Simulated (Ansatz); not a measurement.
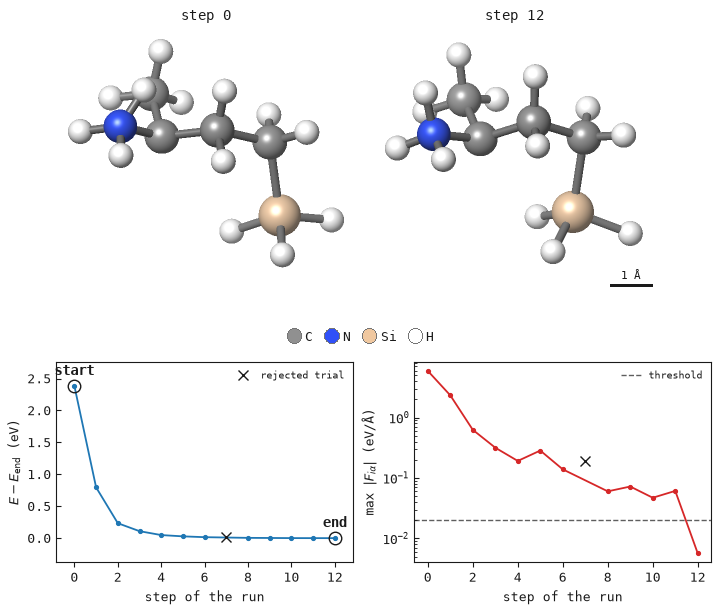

First and last geometry of a relaxation of C₄H₁₃NSi, with the history of the run. Style: ball-and-stick. Shown from a free direction.

The run prepares an end point of a later path (hydrogen shift) calculation, from a guessed geometry.

Level of theory: RKS PBE-D4/6-31G (Ansatz). Settings: no spin polarisation; force threshold 0.02 eV/Å; at most 50 steps.

Question: Read the history and describe the run.

Answer: It converged. The atom that moves furthest after the best rigid fit is an H atom (0.91 Å). By element the largest moves are H 0.91 Å, Si 0.37 Å, C 0.28 Å, N 0.23 Å. Some distances before and after: C–N 1.447 → 1.527 Å, C–H 1.053 → 1.131 Å, C–H 1.158 → 1.103 Å, C–H 1.081 → 1.132 Å. Among the angles between lasting bonds that change: C–N–H 77.5° → 116.5°, H–N–H 127.1° → 106.5°, H–N–H 124.1° → 107.3°. Over 11 accepted moves (12 points after the start) the energy falls by 2.382 eV. The largest force component goes from 5.9 to 0.0057 eV/Å. The line search rejected the trial step at point 7 of the run.

Limits of the set-up: the basis has no polarisation functions, which atoms past neon need.
